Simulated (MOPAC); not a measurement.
**Geometry relaxation of CH$_{4}$OSi (charge +1) (part 1 of 2)**

CH$_{4}$OSi, charge +1, multiplicity 2, computed with PM6-D3H4, unrestricted, dispersion D3H4, COSMO solvent dmso (MOPAC 23.2.5).

The starting geometry was optimised with PM6-D3H4.

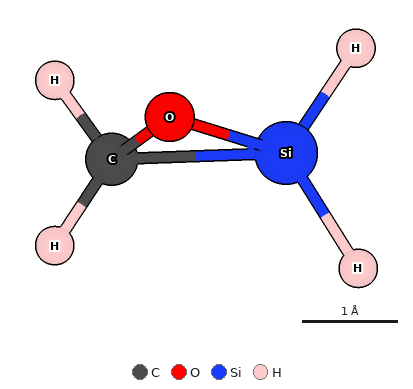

Figure 1. The structure as given in the input (ball-and-stick view, seen at a tilt).

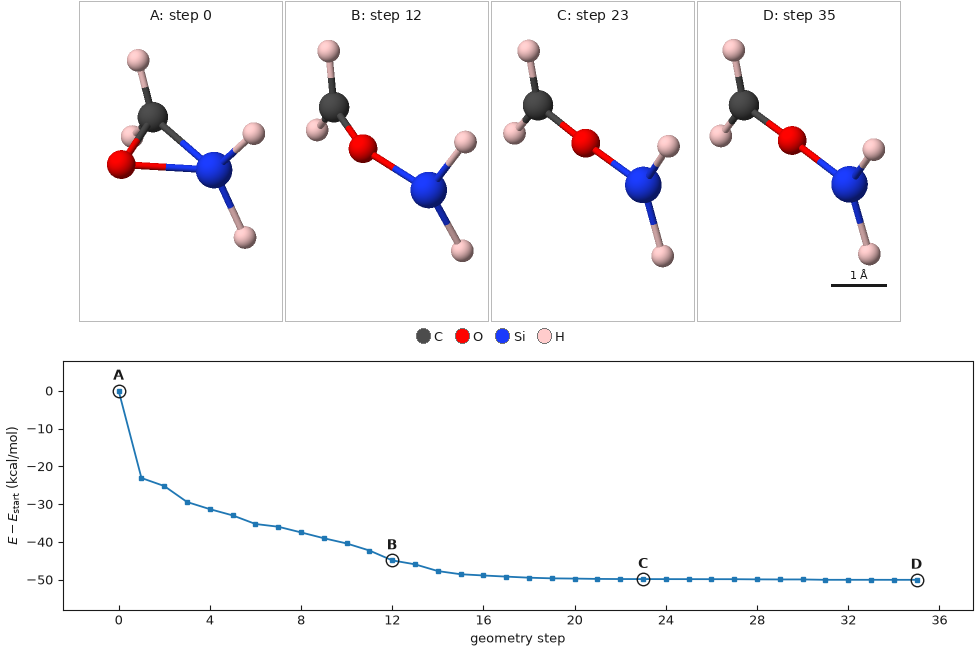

Figure 2. Frames of the relaxation (ball-and-stick view, seen at a tilt) above the curves, on which the letters mark them (steps are counted from 0).

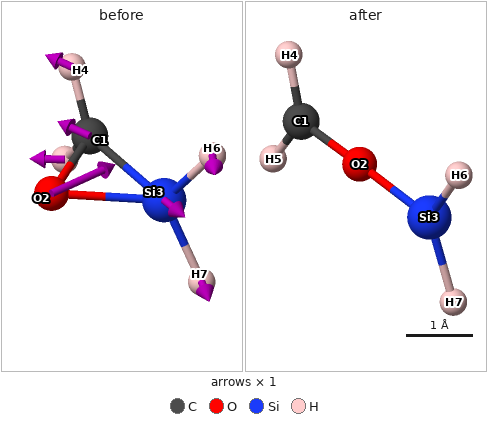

Figure 3. Before (left) and after (right) the relaxation, at one scale (ball-and-stick view, seen at a tilt). The pink arrows give the displacements, at true length. The largest move after the best rigid fit is that of O2, 1.23 Å. By element the largest moves are O 1.23 Å, C 0.59 Å, H 0.55 Å, Si 0.51 Å. Among the contacts that change: C1–Si3 1.847 → 2.923 Å, C1–O2 1.533 → 1.329 Å, O2–Si3 1.719 → 1.594 Å, C1–H4 1.103 → 1.076 Å. Bonds break: C1–Si3 (1.85 → 2.92 Å). Among the angles that change: C1–O2–Si3 68.9° → 178.8°, H4–C1–H5 112.5° → 129.8°, H6–Si3–H7 115.8° → 128.6°. After 35 geometry steps the energy has fallen by 50.0 kcal/mol. Largest force component: 4.9 eV/Å at the start, 0.014 eV/Å at the end. (Atoms are counted from 1 in the order of the input.)

The input that produced these results follows, with the program's output.

## Input file (input.mop)
```
PM6-D3H4 CHARGE=1 CYCLES=200 UHF EPS=46.8 GNORM=0.01 DOUBLET EF AUX(PRECISION=6) THREADS=1
CH4OSi optimise

C -0.570883 1 -0.237420 1 -0.724642 1
O -0.022113 1 -1.156750 1 0.372833 1
Si 0.540217 1 0.454583 1 0.578039 1
H -1.671893 1 -0.221930 1 -0.656576 1
H -0.214547 1 -0.599935 1 -1.703118 1
H -0.033005 1 1.235695 1 1.657709 1
H 1.941244 1 0.700953 1 0.294110 1
```

Launch command:
```bash
mopac input.mop
```

## Log
```
MOPAC v23.2.5
PM6-D3H4 CALCULATION RESULTS

 *  PM6-D3H4   - CORRECT DISPERSION AND HYDROGEN BOND TERMS USING THE D3H4 METHOD
 *  DOUBLET    - SPIN STATE DEFINED AS A DOUBLET
 *  UHF        - UNRESTRICTED HARTREE-FOCK CALCULATION
 *
 *
 *
 *                 CHARGE ON SYSTEM = +1
 *
 *
 *
 *  EPS=46.8   - USE COSMO IMPLICIT SOLVATION MODEL
 *  EF         - USE EF ROUTINE FOR MINIMUM SEARCH
 *  THREADS=1  - MULTI-THREADING NOT USED
 *  CYCLES=    - DO A MAXIMUM OF 200 STEPS
 *  GNORM      - EXIT WHEN GRADIENT NORM DROPS BELOW 0.010
 *  AUX        - OUTPUT AUXILIARY INFORMATION
PM6-D3H4 CHARGE=1 CYCLES=200 UHF EPS=46.8 GNORM=0.01 DOUBLET EF AUX(PRECISION=6) THREADS=1
 CH4OSi optimise

   ATOM   CHEMICAL          X               Y               Z
  NUMBER   SYMBOL      (ANGSTROMS)     (ANGSTROMS)     (ANGSTROMS)

     1       C         -0.57088300  *  -0.23742000  *  -0.72464200  *
     2       O         -0.02211300  *  -1.15675000  *   0.37283300  *
     3      Si          0.54021700  *   0.45458300  *   0.57803900  *
     4       H         -1.67189300  *  -0.22193000  *  -0.65657600  *
     5       H         -0.21454700  *  -0.59993500  *  -1.70311800  *
     6       H         -0.03300500  *   1.23569500  *   1.65770900  *
     7       H          1.94124400  *   0.70095300  *   0.29411000  *

          CARTESIAN COORDINATES

    NO.       ATOM           X           Y           Z

     1         C         -0.5709     -0.2374     -0.7246
     2         O         -0.0221     -1.1567      0.3728
     3        Si          0.5402      0.4546      0.5780
     4         H         -1.6719     -0.2219     -0.6566
     5         H         -0.2145     -0.5999     -1.7031
     6         H         -0.0330      1.2357      1.6577
     7         H          1.9412      0.7010      0.2941

           Empirical Formula: C H4 O Si  =     7 atoms

      MOLECULAR POINT GROUP   :   Cs

 DOUBLET STATE CALCULATION

          UHF CALCULATION, NO. OF ALPHA ELECTRONS =    9
                           NO. OF BETA  ELECTRONS =    8

          Geometry optimization using EF

          DIAGONAL MATRIX USED AS START HESSIAN

 CYCLE:     1 TIME:   0.020 TIME LEFT:  2.00D  GRAD.:   182.115 HEAT:  139.0606
 CYCLE:     2 TIME:   0.008 TIME LEFT:  2.00D  GRAD.:    68.373 HEAT:  115.9710
 CYCLE:     3 TIME:   0.004 TIME LEFT:  2.00D  GRAD.:   130.461 HEAT:  113.8492
 CYCLE:     4 TIME:   0.008 TIME LEFT:  2.00D  GRAD.:    66.007 HEAT:  109.6215
 CYCLE:     5 TIME:   0.004 TIME LEFT:  2.00D  GRAD.:    40.074 HEAT:  107.7294
 CYCLE:     6 TIME:   0.004 TIME LEFT:  2.00D  GRAD.:    23.810 HEAT:  106.0784
 CYCLE:     7 TIME:   0.004 TIME LEFT:  2.00D  GRAD.:    31.818 HEAT:  103.8022
 CYCLE:     8 TIME:   0.004 TIME LEFT:  2.00D  GRAD.:    40.099 HEAT:  103.0768
 CYCLE:     9 TIME:   0.004 TIME LEFT:  2.00D  GRAD.:    24.526 HEAT:  101.5746
 CYCLE:    10 TIME:   0.004 TIME LEFT:  2.00D  GRAD.:    30.124 HEAT:  100.0322
 CYCLE:    11 TIME:   0.004 TIME LEFT:  2.00D  GRAD.:    33.976 HEAT:  98.65164
 CYCLE:    12 TIME:   0.004 TIME LEFT:  2.00D  GRAD.:    30.372 HEAT:  96.78012
 CYCLE:    13 TIME:   0.004 TIME LEFT:  2.00D  GRAD.:    34.351 HEAT:  94.17077
 CYCLE:    14 TIME:   0.008 TIME LEFT:  2.00D  GRAD.:    35.880 HEAT:  93.12450
 CYCLE:    15 TIME:   0.004 TIME LEFT:  2.00D  GRAD.:    24.665 HEAT:  91.34204
 CYCLE:    16 TIME:   0.004 TIME LEFT:  2.00D  GRAD.:    19.063 HEAT:  90.50320
 CYCLE:    17 TIME:   0.004 TIME LEFT:  2.00D  GRAD.:    14.031 HEAT:  90.17624
 CYCLE:    18 TIME:   0.004 TIME LEFT:  2.00D  GRAD.:    14.075 HEAT:  89.87294
 CYCLE:    19 TIME:   0.004 TIME LEFT:  2.00D  GRAD.:     9.045 HEAT:  89.58899
 CYCLE:    20 TIME:   0.004 TIME LEFT:  2.00D  GRAD.:     9.228 HEAT:  89.41580
 CYCLE:    21 TIME:   0.004 TIME LEFT:  2.00D  GRAD.:     5.743 HEAT:  89.35303
 CYCLE:    22 TIME:   0.004 TIME LEFT:  2.00D  GRAD.:     4.456 HEAT:  89.26457
 CYCLE:    23 TIME:   0.004 TIME LEFT:  2.00D  GRAD.:     3.151 HEAT:  89.23097
 CYCLE:    24 TIME:   0.004 TIME LEFT:  2.00D  GRAD.:     2.479 HEAT:  89.22067
 CYCLE:    25 TIME:   0.004 TIME LEFT:  2.00D  GRAD.:     1.892 HEAT:  89.20911
 CYCLE:    26 TIME:   0.004 TIME LEFT:  2.00D  GRAD.:     1.345 HEAT:  89.20564
 CYCLE:    27 TIME:   0.004 TIME LEFT:  2.00D  GRAD.:     2.541 HEAT:  89.19485
 CYCLE:    28 TIME:   0.004 TIME LEFT:  2.00D  GRAD.:     2.175 HEAT:  89.19078
 CYCLE:    29 TIME:   0.004 TIME LEFT:  2.00D  GRAD.:     4.272 HEAT:  89.14673
 CYCLE:    30 TIME:   0.004 TIME LEFT:  2.00D  GRAD.:     1.229 HEAT:  89.12480
 CYCLE:    31 TIME:   0.004 TIME LEFT:  2.00D  GRAD.:     1.122 HEAT:  89.12382
 CYCLE:    32 TIME:   0.008 TIME LEFT:  2.00D  GRAD.:     2.491 HEAT:  89.02778
 CYCLE:    33 TIME:   0.008 TIME LEFT:  2.00D  GRAD.:     1.474 HEAT:  89.02945
 CYCLE:    34 TIME:   0.008 TIME LEFT:  2.00D  GRAD.:     0.881 HEAT:  89.03039
 CYCLE:    35 TIME:   0.004 TIME LEFT:  2.00D  GRAD.:     0.870 HEAT:  89.02295
 CYCLE:    36 TIME:   0.008 TIME LEFT:  2.00D  GRAD.:     0.663 HEAT:  89.02431

     TRUST RADIUS NOW LESS THAN  0.00010 OPTIMIZATION TERMINATING
      THE GEOMETRY MAY NOT BE COMPLETELY OPTIMIZED
      (TO CONTINUE, ADD 'LET DDMIN=0.0' TO THE KEYWORD LINE)

 -------------------------------------------------------------------------------
 PM6-D3H4 CHARGE=1 CYCLES=200 UHF EPS=46.8 GNORM=0.01 DOUBLET EF AUX(PRECISION=6) THREADS=1
 CH4OSi optimise

     GEOMETRY OPTIMISED USING EIGENVECTOR FOLLOWING (EF).
     SCF FIELD WAS ACHIEVED

                              PM6-D3H4 CALCULATION

          FINAL HEAT OF FORMATION =         89.02294 KCAL/MOL =     372.47196 KJ/MOL
          VAN DER WAALS AREA      =        107.45 SQUARE ANGSTROMS

          DIELECTRIC ENERGY       =         -2.66317 EV
          COSMO AREA              =        107.45 SQUARE ANGSTROMS
          COSMO VOLUME            =         93.20 CUBIC ANGSTROMS

          GRADIENT NORM           =          0.86974          =       0.32873 PER ATOM
          IONIZATION POTENTIAL    =          9.215517 EV
          ALPHA SOMO LUMO (EV)    =         -9.216 -0.751
          BETA  SOMO LUMO (EV)    =        -11.475 -0.724
          NO. OF ALPHA ELECTRONS  =          9
          NO. OF BETA  ELECTRONS  =          8
          MOLECULAR WEIGHT        =         60.1275         POINT GROUP:  C2v

          MOLECULAR DIMENSIONS (Angstroms)

            Atom       Atom       Distance
            H     6    H     5     4.60238
            H     7    H     4     3.93763
            H     6    H     7     0.16128

          SCF CALCULATIONS        =         54

          WALL-CLOCK TIME         =      0.215 SECONDS
          COMPUTATION TIME        =      0.171 SECONDS

   ATOM   CHEMICAL          X               Y               Z
  NUMBER   SYMBOL      (ANGSTROMS)     (ANGSTROMS)     (ANGSTROMS)

     1       C         -0.89712741  *  -0.85487884  *  -0.97418223  *
     2       O         -0.12717534  *  -0.23722863  *  -0.08409705  *
     3      Si          0.82276742  *   0.49051482  *   0.96921892  *
     4       H         -1.95549421  *  -0.77689788  *  -0.79746623  *
     5       H         -0.36608246  *  -1.36286435  *  -1.76061527  *
     6       H          0.17900373  *   1.01184872  *   2.14393878  *
     7       H          2.21766771  *   0.52096431  *   0.62326266  *

                             CARTESIAN COORDINATES

   1    C       -0.897127410    -0.854878838    -0.974182228
   2    O       -0.127175337    -0.237228627    -0.084097053
   3   Si        0.822767415     0.490514823     0.969218917
   4    H       -1.955494209    -0.776897878    -0.797466234
   5    H       -0.366082464    -1.362864346    -1.760615274
   6    H        0.179003727     1.011848717     2.143938780
   7    H        2.217667714     0.520964314     0.623262658

           Empirical Formula: C H4 O Si  =     7 atoms

      MOLECULAR POINT GROUP   :   C2v

          ALPHA EIGENVALUES
 -30.91643 -24.75614 -18.68828 -17.31682 -15.87445 -15.13265 -12.57413 -11.49969
  -9.21552  -0.75087  -0.01968   0.33397   0.76407   1.92782   2.14181   2.20875
   4.31379   4.79130   5.21648   5.72202   6.02452

           BETA EIGENVALUES
 -30.68158 -24.44617 -18.48275 -17.09002 -15.16347 -15.06942 -12.44984 -11.47547
  -0.72372  -0.07247   0.35186   0.46119   0.77342   2.19921   2.40641   2.45645
   4.42972   4.78907   5.36455   5.90526   6.25290

              NET ATOMIC CHARGES AND DIPOLE CONTRIBUTIONS

  ATOM NO.   TYPE          CHARGE      No. of ELECS.   s-Pop       p-Pop       d-Pop
    1          C          -0.084750        4.0847     1.15804     2.92671
    2          O          -0.422302        6.4223     1.58424     4.83807
    3         Si           1.136196        2.8638     1.11709     1.12148     0.62524
    4          H           0.172362        0.8276     0.82764
    5          H           0.172206        0.8278     0.82779
    6          H           0.013551        0.9864     0.98645
    7          H           0.012738        0.9873     0.98726
 DIPOLE           X         Y         Z       TOTAL
 POINT-CHG.     2.510     1.905     2.769     4.195
 HYBRID        -0.031     0.030    -0.009     0.044
 SUM            2.479     1.935     2.759     4.184

          ATOMIC ORBITAL ELECTRON POPULATIONS

     Atom    s        px        py        pz      x^2-y^2     xz        z^2       yz        xy
    1  C   1.15804   0.98653   1.00768   0.93250
    2  O   1.58424   1.63643   1.63751   1.56413
    3 Si   1.11709   0.55714   0.16087   0.40347   0.14397   0.13567   0.17915   0.09276   0.07369
    4  H   0.82764
    5  H   0.82779
    6  H   0.98645
    7  H   0.98726

                    (SZ)    =    0.500000
                    (S**2)  =    0.752408

          ATOMIC ORBITAL SPIN POPULATIONS

    Atom   Total    s     px     py     pz   x^2-y^2  xz     z^2    yz     xy
         Atomic
    1  C  0.9821  0.022  0.030  0.635  0.295
    2  O  0.0500  0.001 -0.003  0.038  0.014
    3 Si  0.0316  0.001 -0.001  0.010  0.003  0.003  0.001  0.008  0.001  0.005
    4  H -0.0304 -0.030
    5  H -0.0304 -0.030
    6  H -0.0014 -0.001
    7  H -0.0014 -0.001

 *                    *
 * JOB ENDED NORMALLY *
 *                    *

 TOTAL JOB TIME:             0.22 SECONDS

 == MOPAC DONE ==
```

## Trajectory as extended XYZ (Å, eV, eV/Å), 36 frames, from step=0 to step=35
```
7
Properties=species:S:1:pos:R:3:forces:R:3 step=0 energy=6.03024
C    -0.5709   -0.2374   -0.7246   -1.6090  -4.9082  -0.4328
O    -0.0221   -1.1567    0.3728   -1.0627   1.7594  -2.1269
Si    0.5402    0.4546    0.5780    2.9784   2.0250   3.3828
H    -1.6719   -0.2219   -0.6566   -0.4843   0.8264   0.2935
H    -0.2145   -0.5999   -1.7031    0.6716   0.5215  -0.5214
H    -0.0330    1.2357    1.6577   -0.3228  -0.0845  -0.2809
H     1.9412    0.7010    0.2941   -0.1713  -0.1396  -0.3143
7
Properties=species:S:1:pos:R:3:forces:R:3 step=1 energy=5.02898
C    -0.6085   -0.3650   -0.7451   -0.7702  -1.7235   0.0396
O    -0.0560   -1.1108    0.3011   -0.1468   0.8814  -0.5627
Si    0.5920    0.4990    0.6561    1.1142  -0.3822   0.6072
H    -1.6829   -0.1975   -0.6430   -0.4108   0.3966   0.0877
H    -0.2095   -0.5933   -1.7231    0.4418   0.1141  -0.6077
H    -0.0337    1.2389    1.6359   -0.6459   0.6205   0.6439
H     1.9394    0.6891    0.2669    0.4176   0.0930  -0.2081
7
Properties=species:S:1:pos:R:3:forces:R:3 step=2 energy=4.93697
C    -0.6356   -0.4634   -0.7505   -1.6408   0.9299  -3.8527
O    -0.0705   -1.0412    0.2715    1.0264  -1.6680   1.8011
Si    0.6226    0.4944    0.6835    0.3582   1.1494   1.6935
H    -1.6972   -0.1724   -0.6511   -0.0270  -0.0797  -0.0488
H    -0.1932   -0.5897   -1.8108   -0.3211  -0.0413   1.1793
H    -0.0579    1.2877    1.7382    0.1809  -0.3501  -0.5681
H     1.9516    0.6988    0.2519    0.4235   0.0598  -0.2044
7
Properties=species:S:1:pos:R:3:forces:R:3 step=3 energy=4.75364
C    -0.6813   -0.4908   -0.8472   -0.0725  -0.3450   1.4551
O    -0.0604   -1.0414    0.3020   -0.4179   1.0006  -1.4947
Si    0.6468    0.5055    0.7207   -0.2163   0.0687   1.2114
H    -1.7093   -0.1632   -0.6318    0.0743  -0.1790  -0.3424
H    -0.1958   -0.5865   -1.8054    0.0775  -0.2635  -0.0436
H    -0.0651    1.3038    1.7661    0.3161  -0.3872  -0.6787
H     1.9632    0.7072    0.2155    0.2389   0.1053  -0.1072
7
Properties=species:S:1:pos:R:3:forces:R:3 step=4 energy=4.67159
C    -0.6947   -0.4893   -0.8266    0.2192  -0.3355   0.3609
O    -0.0555   -1.0344    0.2704   -0.1234   0.8340  -0.3770
Si    0.6488    0.5064    0.7546    0.7874  -0.7290  -0.1360
H    -1.7090   -0.1751   -0.6695   -0.4605  -0.0027  -0.0346
H    -0.1985   -0.6081   -1.7749    0.0679  -0.1705  -0.2968
H    -0.0571    1.2966    1.6821   -0.3077   0.3376   0.3038
H     1.9738    0.7096    0.1823   -0.1829   0.0661   0.1797
7
Properties=species:S:1:pos:R:3:forces:R:3 step=5 energy=4.60000
C    -0.7125   -0.5251   -0.8427   -0.1829   0.0234  -0.1772
O    -0.0571   -0.9929    0.2568   -0.0089   0.2562  -0.0310
Si    0.6659    0.4962    0.7779    0.7767  -0.0251   0.2432
H    -1.7235   -0.1790   -0.6763   -0.2417  -0.1247  -0.1176
H    -0.1979   -0.6231   -1.7881   -0.0527  -0.1992  -0.1716
H    -0.0666    1.3165    1.7014   -0.0647   0.0483   0.0246
H     1.9752    0.7213    0.1702   -0.2257   0.0210   0.2297
7
Properties=species:S:1:pos:R:3:forces:R:3 step=6 energy=4.50129
C    -0.7742   -0.6017   -0.8888    0.4776   0.0386  -0.5118
O    -0.0587   -0.9143    0.2265   -0.1098   0.4618  -0.2077
Si    0.7187    0.4885    0.8454    0.1284   0.1325   0.2579
H    -1.7594   -0.2018   -0.7078   -0.1356  -0.2274  -0.1789
H    -0.2026   -0.6695   -1.8400   -0.5659  -0.1648   0.5529
H    -0.0845    1.3512    1.7202    0.2832  -0.2578  -0.2122
H     1.9738    0.7473    0.1578   -0.0779   0.0170   0.2998
7
Properties=species:S:1:pos:R:3:forces:R:3 step=7 energy=4.46983
C    -0.8265   -0.6758   -0.9356    0.3427   0.3752   0.7500
O    -0.0616   -0.8210    0.1837   -0.1219   0.5513  -0.0428
Si    0.7703    0.4750    0.9068   -0.7283   0.1509   0.0523
H    -1.8008   -0.2405   -0.7374   -0.0126  -0.3629  -0.2757
H    -0.2262   -0.7240   -1.8186   -0.2545  -0.2633  -0.4998
H    -0.0945    1.3709    1.7228    0.5607  -0.4750  -0.2641
H     1.9684    0.7758    0.1716    0.2139   0.0239   0.2800
7
Properties=species:S:1:pos:R:3:forces:R:3 step=8 energy=4.40469
C    -0.8224   -0.6633   -0.9226    0.2741   0.1023   0.0843
O    -0.0572   -0.8056    0.1843   -0.2051   0.2376  -0.0649
Si    0.7674    0.4681    0.9004   -0.4107   0.2687   0.2709
H    -1.8093   -0.2683   -0.7506   -0.1330  -0.2352  -0.1144
H    -0.2428   -0.7432   -1.8273   -0.2640  -0.2174  -0.2701
H    -0.0822    1.3465    1.6967    0.2848  -0.2063  -0.0191
H     1.9648    0.7796    0.2061    0.4540   0.0502   0.1132
```
